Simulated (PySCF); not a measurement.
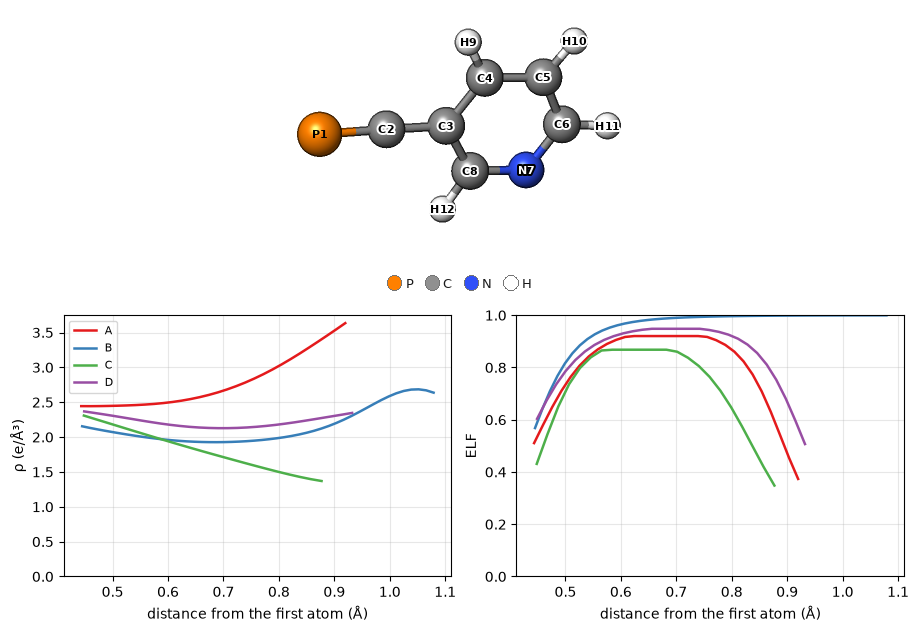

*C6H4NP (SMILES P#Cc1cccnc1). Total electron density and ELF along straight lines between neighbouring atoms. The curves leave out the atomic cores. The structure is drawn too.*

Geometry: GFN2-xTB.

The calculation used B3LYP/def2-SVPD, SCF density, gas phase in PySCF 2.14.0.

```
atom    x (Å)    y (Å)    z (Å)
   P   3.8344   0.4615  -0.2262
   C   2.2935   0.2434  -0.1342
   C   0.9165   0.0247  -0.0569
   C   0.0030   1.0825   0.0456
   C  -1.3458   0.7954   0.1170
   C  -1.7457  -0.5342   0.0851
   N  -0.8943  -1.5431  -0.0132
   C   0.3908  -1.2788  -0.0827
   H   0.3625   2.1014   0.0679
   H  -2.0754   1.5865   0.1951
   H  -2.7906  -0.8084   0.1401
   H   1.0522  -2.1317  -0.1638
```

Which curve belongs to which contact (C–C, C–H, C–N and C–P)? The first atom named is at distance zero.

Answer. Curve A: C–N (1.31 Å): the density is about 2.6 e/Å³ at the midpoint; the ELF peaks at about 0.90 between the atoms (a covalent bond). Curve B: C–H (1.08 Å): ρ at the midpoint is about 2 e/Å³; the ELF climbs to about 1 towards the hydrogen, as it does in any bond to H; an ordinary covalent bond to hydrogen. Curve C: C–P (1.56 Å): the density is about 1.5 e/Å³ at the midpoint; the ELF peaks at about 0.85 between the atoms, as expected for a covalent bond. Curve D: C–C (1.38 Å): the density is about 2.1 e/Å³ at the midpoint; the ELF peaks at about 0.95 between the atoms; localised, covalent bonding.
